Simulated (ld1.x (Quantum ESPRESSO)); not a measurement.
# A PAW potential for gallium, from input to tests

Aim: build the potential from the settings below, then test how well it stands in for the atom: other configurations, scattering, ghost states and the plane-wave cutoff that it needs.

Program: ld1.x (Quantum ESPRESSO) 7.5. Reference atom: BP86, scalar-relativistic, spherical and spin-unpolarised. All values are calculated.

## (1) The design

The settings as typed:

```
element                 : gallium (Ga, Z = 31)
type                    : PAW
frozen core             : [Ar] 3d10
valence charge          : 3
reference configuration : 4s2 4p1
partial waves           : 4s (bound): rcut 1.85, rcutus 2.05 bohr; 4s channel at 0.4 Ry: rcut 1.85, rcutus 2.05 bohr; 4p (bound): rcut 2.25, rcutus 3.00 bohr; 4p channel at 0.4 Ry: rcut 2.25, rcutus 3.00 bohr
local potential         : all-electron potential smoothed inside 2.20 bohr (lloc = -1)
core correction         : a·sin(br)/r model core, default radius (core density twice the valence density)
augmentation charge     : PSQ, inside the norm-conserving radii
```

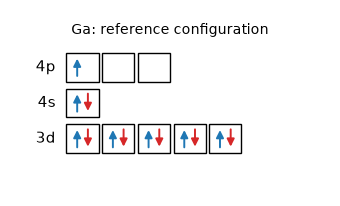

The outer shells as boxes. The arrows follow Hund's rule for the drawing; the calculation itself is spin-unpolarised.

An earlier all-electron run gives the scale for the radii.

All-electron outer shells of the reference configuration (BP86, scalar-relativistic, ld1.x):

| shell | level (eV) | outermost node (bohr) | outermost maximum (bohr) |
| --- | --- | --- | --- |
| 3p | -98.95 | 0.24 | 0.56 |
| 3d | -19.28 | – | 0.53 |
| 4s | -9.11 | 0.81 | 1.90 |
| 4p | -2.72 | 0.87 | 2.53 |

## (2) Generating the potential

Contents of Ga.in:

```
 &input
   title='Ga', zed=31., rel=1, dft='BP', iswitch=3,
   config='[Ar] 3d10 4s2 4p1',
   nld=2, rlderiv=3.25, eminld=-3.0, emaxld=5.0, deld=0.02
 /
 &inputp
   pseudotype=3, lpaw=.true., tm=.true., lloc=-1, rcloc=2.20,
   nlcc=.true.,
   which_augfun='PSQ', rmatch_augfun_nc=.true.,
   file_pseudopw='Ga.UPF', file_wfcaegen='ae.wfc', file_wfcncgen='nc.wfc', file_beta='beta', file_chi='chi', file_wfcusgen='us.wfc'
 /
4
4S  1  0   2.00   0.00  1.85  2.05  0.0
4S  1  0   0.00   0.40  1.85  2.05  0.0
4P  2  1   1.00   0.00  2.25  3.00  0.0
4P  2  1   0.00   0.40  2.25  3.00  0.0
 &test
   configts(1)='4s2 4p1'
 /
```

Launch:

```
$ ld1.x < Ga.in > Ga.out
```

What the program wrote to Ga.out (without the banner and most projector matrices):

```text
     Program LD1 v.7.5
     --------------------------- All-electron run ----------------------------

     Ga
     scalar relativistic calculation

     atomic number is 31.00
     dft =BP   lsd =0 sic =0 latt =0  beta=0.20 tr2=1.0E-14
     Exchange-correlation= BP
                           (   1   1   1   1   0   0   0)
     mesh =1205 r(mesh) = 101.09016 a.u. xmin = -7.00 dx = 0.01250
     1 Ry =  13.60569312 eV, c = 137.03599908

     n l     nl                  e(Ry)          e(Ha)          e(eV)
     1 0     1S 1( 2.00)      -752.1160      -376.0580    -10233.0595
     2 0     2S 1( 2.00)       -92.8147       -46.4073     -1262.8082
     2 1     2P 1( 6.00)       -80.7951       -40.3975     -1099.2731
     3 0     3S 1( 2.00)       -10.8930        -5.4465      -148.2073
     3 1     3P 1( 6.00)        -7.2727        -3.6364       -98.9508
     3 2     3D 1(10.00)        -1.4169        -0.7084       -19.2777
     4 0     4S 1( 2.00)        -0.6695        -0.3347        -9.1089
     4 1     4P 1( 1.00)        -0.1997        -0.0998        -2.7167

     final scf error:  9.9E-15 reached in  27 iterations

     Etot =   -3889.015825 Ry,   -1944.507912 Ha,  -52912.755864 eV

     Ekin =    3955.091062 Ry,    1977.545531 Ha,   53811.755258 eV
     Encl =   -9370.629643 Ry,   -4685.314822 Ha, -127493.911297 eV
     Eh   =    1678.615429 Ry,     839.307714 Ha,   22838.726393 eV
     Exc  =    -152.092672 Ry,     -76.046336 Ha,   -2069.326218 eV

     normalization and overlap integrals

     s(1S/1S) =  1.000000  <r> =   0.0486  <r2> =    0.0032  r(max) =   0.0319
     s(2S/2S) =  1.000000  <r> =   0.2178  <r2> =    0.0560  r(max) =   0.1833
     s(2P/2P) =  1.000000  <r> =   0.1907  <r2> =    0.0446  r(max) =   0.1464
     s(3S/3S) =  1.000000  <r> =   0.6517  <r2> =    0.4906  r(max) =   0.5647
     s(3P/3P) =  1.000000  <r> =   0.6791  <r2> =    0.5442  r(max) =   0.5647
     s(3D/3D) =  1.000000  <r> =   0.8108  <r2> =    0.8637  r(max) =   0.5305
     s(4S/4S) =  1.000000  <r> =   2.3403  <r2> =    6.3778  r(max) =   1.8984
     s(4P/4P) =  1.000000  <r> =   3.3818  <r2> =   13.7844  r(max) =   2.5307

     ------------------------ End of All-electron run ------------------------

     --------------------- Generating PAW atomic setup --------------------

      Generating local potential from pseudized AE potential:
      Matching radius rcloc =   2.2000

      Local pseudo, rcloc= 2.206 Estimated cut-off energy=     5.00 Ry

      Computing core charge for nlcc:

       r > 1.55 : true rho core
       r < 1.55 : rho core = a sin(br)/r    a=   2.76  b=   1.71

      Integrated core pseudo-charge :   3.41
      Wfc-us  4S rcutus= 2.046  Estimated cut-off energy=    10.86 Ry
      Wfc-us  4S rcutus= 2.046  Estimated cut-off energy=    13.03 Ry
      Wfc-us  4P rcutus= 2.977  Estimated cut-off energy=     8.62 Ry
      Wfc-us  4P rcutus= 2.977  Estimated cut-off energy=    10.66 Ry

     Required augmentation: PSQ   radius:    3.000000

     Q pseudized with Bessel functions
     Expected ecutrho=      59.4233 due to l1=  0   l2=  1

     Estimated PAW energy = -154.409958 Ryd

     The PAW screened D coefficients
     0.87411     0.77138     0.00000     0.00000
     0.77138     0.68400     0.00000     0.00000
     0.00000     0.00000     0.15598     0.14157
     0.00000     0.00000     0.14157     0.13185

     The PAW descreened D coefficients (US)
     0.45603     0.37371     0.00000     0.00000
     0.37371     0.30777     0.00000     0.00000
     0.00000     0.00000     0.09633     0.08746
     0.00000     0.00000     0.08746     0.08160

     ------------------- End of pseudopotential generation -------------------

     [... the all-electron block is printed once more ...]


     Computing logarithmic derivative in   3.26997
     Computing logarithmic derivative in   3.26997
     Computing the partial wave expansion
     R is outside the sphere for l=    0 j= 0.00
     R is outside the sphere for l=    0 j= 0.00
     R is outside the sphere for l=    1 j= 0.00
     R is outside the sphere for l=    1 j= 0.00

     ---------------------- Testing the pseudopotential ----------------------

     Ga
     scalar relativistic calculation

     atomic number is 31.00   valence charge is  3.00
     dft = SLA  PZ   B88  P86   lsd =0 sic =0 latt =0  beta=0.20 tr2=1.0E-14
     mesh =1205 r(mesh) = 101.09016 xmin = -7.00 dx = 0.01250

     n l     nl             e AE (Ry)        e PS (Ry)    De AE-PS (Ry)
     1 0     4S   1( 2.00)       -0.66949       -0.66949        0.00000
     2 1     4P   1( 1.00)       -0.19967       -0.19967        0.00000

     eps = 8.8E-15  iter = 22

     Etot =   -3889.015825 Ry,   -1944.507912 Ha,  -52912.755864 eV
     Etotps =  -154.409962 Ry,     -77.204981 Ha,   -2100.854557 eV

     Ekin =       9.541367 Ry,       4.770684 Ha,     129.816912 eV
     Encl =     -14.928466 Ry,      -7.464233 Ha,    -203.112133 eV
     Ehrt =       3.069808 Ry,       1.534904 Ha,      41.766870 eV
     Ecxc =    -152.092671 Ry,     -76.046335 Ha,   -2069.326206 eV
     (Ecc =      -3.083857 Ry,      -1.541929 Ha,     -41.958018 eV)

     ---------------------- End of pseudopotential test ----------------------
```

It took 1.4 s on 1 thread, shared host. This counts the later configuration tests of the new file too.

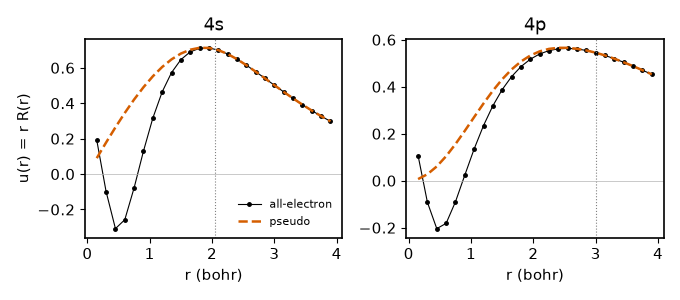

Bound waves of the atom and their pseudo partners (4s, 4p), with the matching radii dotted. The curves join 26 sampled radii, too few to resolve the innermost nodes.

## (3) Transferability test

Contents of Ga.test.in:

```
 &input
   title='Ga', zed=31., rel=1, dft='BP', iswitch=2,
   config='[Ar] 3d10 4s2 4p1'
 /
 &test
   file_pseudo='Ga.UPF', nconf=8,
   configts(1)='4s2 4p1',
   configts(2)='4s2 4p0',
   configts(3)='4s1 4p0',
   configts(4)='4s2 4p0.5',
   configts(5)='4s0 4p3',
   configts(6)='4s1 4p1',
   configts(7)='4s2 4p1.3',
   configts(8)='4s1 4p2'
 /
```

Launch:

```
$ ld1.x < Ga.test.in > Ga.test.out
```

Ga.test.out, the pseudopotential blocks:

```text
     ---------------------- Testing the pseudopotential ----------------------

     Ga
     scalar relativistic calculation

     atomic number is 31.00   valence charge is  3.00
     dft =SLA  PZ   B88  P86   lsd =0 sic =0 latt =0  beta=0.20 tr2=1.0E-14
     mesh =1205 r(mesh) = 101.09016 xmin = -7.00 dx = 0.01250

     n l     nl             e AE (Ry)        e PS (Ry)    De AE-PS (Ry)
     1 0     4S   1( 2.00)       -0.66949       -0.66949        0.00000
     2 1     4P   1( 1.00)       -0.19967       -0.19967        0.00000

     eps = 9.9E-15  iter =  9

     Etot =   -3889.015825 Ry,   -1944.507912 Ha,  -52912.755864 eV
     Etotps =  -154.409962 Ry,     -77.204981 Ha,   -2100.854558 eV

     Ekin =       9.541367 Ry,       4.770684 Ha,     129.816912 eV
     Encl =     -14.928467 Ry,      -7.464233 Ha,    -203.112134 eV
     Ehrt =       3.069808 Ry,       1.534904 Ha,      41.766871 eV
     Ecxc =    -152.092671 Ry,     -76.046335 Ha,   -2069.326206 eV
     (Ecc =      -3.083857 Ry,      -1.541929 Ha,     -41.958018 eV)

     ---------------------- End of pseudopotential test ----------------------

     ---------------------- Testing the pseudopotential ----------------------

     Ga
     scalar relativistic calculation

     atomic number is 31.00   valence charge is  3.00
     dft =SLA  PZ   B88  P86   lsd =0 sic =0 latt =0  beta=0.20 tr2=1.0E-14
     mesh =1205 r(mesh) = 101.09016 xmin = -7.00 dx = 0.01250

     n l     nl             e AE (Ry)        e PS (Ry)    De AE-PS (Ry)
     1 0     4S   1( 2.00)       -1.21551       -1.21991        0.00440
     2 1     4P   1( 0.00)       -0.67629       -0.67891        0.00262

     eps = 9.0E-15  iter = 26

     Etot =   -3888.587397 Ry,   -1944.293698 Ha,  -52906.926800 eV
     Etotps =  -153.980626 Ry,     -76.990313 Ha,   -2095.013141 eV
     dEtot_ae =       0.428428 Ry
     dEtot_ps =       0.429336 Ry,   Delta E=      -0.000908 Ry

     Ekin =       8.770554 Ry,       4.385277 Ha,     119.329468 eV
     Encl =     -12.710633 Ry,      -6.355317 Ha,    -172.936978 eV
     Ehrt =       1.638277 Ry,       0.819139 Ha,      22.289898 eV
     Ecxc =    -151.678824 Ry,     -75.839412 Ha,   -2063.695529 eV
     (Ecc =      -3.083857 Ry,      -1.541929 Ha,     -41.958018 eV)

     ---------------------- End of pseudopotential test ----------------------

     ---------------------- Testing the pseudopotential ----------------------

     Ga
     scalar relativistic calculation

     atomic number is 31.00   valence charge is  3.00
     dft =SLA  PZ   B88  P86   lsd =0 sic =0 latt =0  beta=0.20 tr2=1.0E-14
     mesh =1205 r(mesh) = 101.09016 xmin = -7.00 dx = 0.01250

     n l     nl             e AE (Ry)        e PS (Ry)    De AE-PS (Ry)
     1 0     4S   1( 1.00)       -1.92922       -1.95597        0.02674  !
     2 1     4P   1( 0.00)       -1.30994       -1.32920        0.01926  !

     eps = 6.8E-15  iter = 11

     Etot =   -3887.019323 Ry,   -1943.509662 Ha,  -52885.592076 eV
     Etotps =  -152.398324 Ry,     -76.199162 Ha,   -2073.484831 eV
     dEtot_ae =       1.996502 Ry
     dEtot_ps =       2.011638 Ry,   Delta E=      -0.015136 Ry

     Ekin =       5.309636 Ry,       2.654818 Ha,      72.241279 eV
     Encl =      -7.234078 Ry,      -3.617039 Ha,     -98.424650 eV
     Ehrt =       0.439474 Ry,       0.219737 Ha,       5.979348 eV
     Ecxc =    -150.913356 Ry,     -75.456678 Ha,   -2053.280807 eV
     (Ecc =      -3.083857 Ry,      -1.541929 Ha,     -41.958018 eV)

     ---------------------- End of pseudopotential test ----------------------

     ---------------------- Testing the pseudopotential ----------------------

     Ga
     scalar relativistic calculation

     atomic number is 31.00   valence charge is  3.00
     dft =SLA  PZ   B88  P86   lsd =0 sic =0 latt =0  beta=0.20 tr2=1.0E-14
     mesh =1205 r(mesh) = 101.09016 xmin = -7.00 dx = 0.01250

     n l     nl             e AE (Ry)        e PS (Ry)    De AE-PS (Ry)
     1 0     4S   1( 2.00)       -0.92701       -0.92831        0.00130
     2 1     4P   1( 0.50)       -0.42375       -0.42438        0.00063

     eps = 9.3E-15  iter = 10

     Etot =   -3888.861402 Ry,   -1944.430701 Ha,  -52910.654840 eV
     Etotps =  -154.255402 Ry,     -77.127701 Ha,   -2098.751669 eV
     dEtot_ae =       0.154422 Ry
     dEtot_ps =       0.154559 Ry,   Delta E=      -0.000137 Ry

     Ekin =       9.285349 Ry,       4.642675 Ha,     126.333613 eV
     Encl =     -13.971551 Ry,      -6.985775 Ha,    -190.092634 eV
     Ehrt =       2.336338 Ry,       1.168169 Ha,      31.787500 eV
     Ecxc =    -151.905539 Ry,     -75.952769 Ha,   -2066.780147 eV
     (Ecc =      -3.083857 Ry,      -1.541929 Ha,     -41.958018 eV)

     ---------------------- End of pseudopotential test ----------------------
```

4 tests gave no usable energy difference (4s0 4p3; 4s1 4p1; 4s2 4p1.3; 4s1 4p2); the test run stopped with "negative rho".

Energies count from the reference configuration 4s2 4p1; the error is all-electron less pseudo.

```csv
valence configuration,charge,ΔE all-electron (eV),error AE − PS (meV)
4s2 4p0,+1,5.829,-12
4s1 4p0,+2,27.164,-206
4s2 4p0.5,+0.5,2.101,-1.9
```

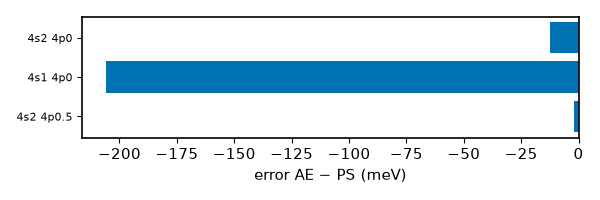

Error of the potential in each test configuration.

## (4) Logarithmic derivatives

Taken from the files of the generation run. The phase is arctan(r·u′/u) with u = r·R, unwrapped, with energies in Ry. A pole is an energy at which the radial function vanishes at the test radius. The pseudo phase is shifted by a multiple of π to meet the all-electron one at the reference energy. Levels narrower than the energy grid can be missing from the poles. The last column is the largest difference on the grid between −1 and +1 Ry.

| channel | radius (bohr) | reference (Ry) | poles AE | poles PS | window around the reference with phases within 0.05 rad (Ry) | largest difference near zero (rad) |
| --- | --- | --- | --- | --- | --- | --- |
| s | 3.27 | -0.67 | -0.28, 4.02 | -0.28, 3.98 | the whole range | 0.000 |
| p | 3.27 | -0.20 | 0.55, 4.92 | 0.55, 4.37 | below 2.1 | 0.000 |

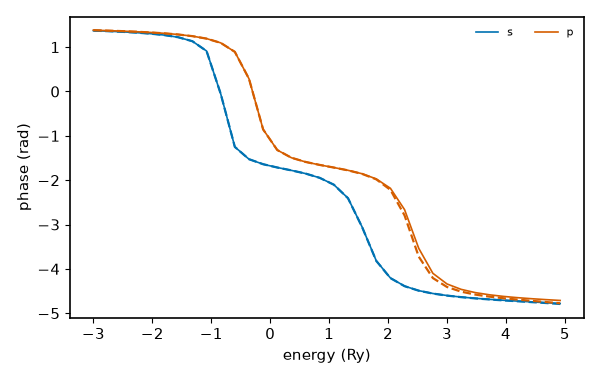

All-electron (solid) and pseudo (dashed) phases against energy.

## (5) Plane-wave convergence, by spherical Bessel functions

This step uses the generator's waves and projectors in a separate script. Basis: spherical Bessel functions vanishing at 20 bohr, q² up to the cutoff; potential fixed at the reference.

All-electron valence levels (Ry): 4s -0.6695, 4p -0.1997. The lowest levels of each channel (Ry) by cutoff; the last column sums, over occupied levels, occupation times the distance from the level at 400 Ry. A positive value at high cutoff is not a bound level.

```
cutoff (Ry)     s #1     p #1    d #1    f #1  Σ f·Δε (mRy)
          6  -0.6685  -0.1988  0.0461  0.0969           2.9
          8  -0.6693  -0.1996  0.0461  0.0969           0.6
         10  -0.6694  -0.1996  0.0461  0.0969           0.3
         12  -0.6694  -0.1996  0.0461  0.0969           0.3
        400  -0.6695  -0.1997  0.0461  0.0969           0.0
```

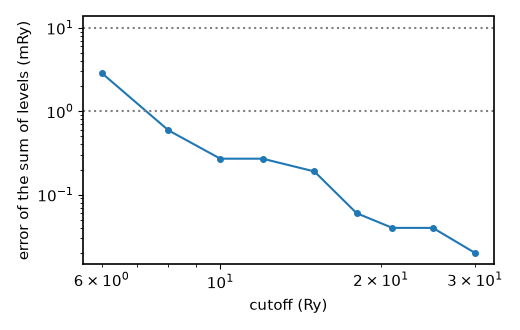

Occupation-weighted error of the valence levels against the cutoff; the dotted lines mark 10 and 1 mRy.

The sum stays within 10 mRy from 6 Ry or less and within 1 mRy from 8 Ry. The sum leaves out empty levels, which can need more. Ghost test: no level below the all-electron spectrum of its channel (s, p, d, f tested).

## (6) Outcome

```
                                                quantity                                     value
               cutoffs for 10 and 1 mRy, occupied levels                     6 Ry or less and 8 Ry
                                            bound ghosts                                none found
                            largest test error (AE − PS)  -206 meV, for 4s1 4p0 (4 tests unsolved)
largest phase difference near zero energy, channels read                                 0.000 rad
         lowest eigenvalue of the overlap (Bessel basis)                                 0.401 (s)
               density cutoff estimated by the generator                                     59 Ry
```

**Reading.** The worst unpolarised test, 4s1 4p0, is off by 206 meV on 27.2 eV; by total energies transferability rates as poor. The test run broke off, so later configurations gave nothing; the verdict rests on few tests. By its cutoff, 6 Ry or less for the looser tolerance, it is soft on the atom at that tolerance. It is free of bound ghosts as far as tested. Near zero energy the phases of the channels with partial waves agree within 0.001 rad.
